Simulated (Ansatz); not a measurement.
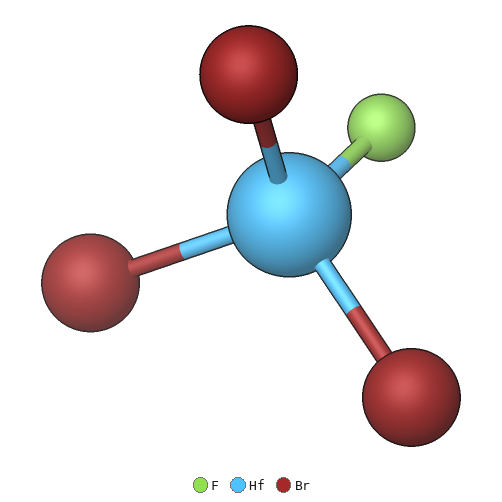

A molecule with one transition-metal atom. Charge 0, singlet. The geometry was computed by an optimisation with PBE0-D4/def2-TZVP.

Question: Describe the coordination sphere.

Answer: Hf binds 4 atoms: 1 F at 1.88 Å, 3 Br at 2.48 Å. The arrangement is tetrahedral.

Question: What are the formal oxidation state of the metal and its number of d electrons?

Answer: Hf(IV), d⁰, counting the ligands as closed-shell ions or neutral donors.
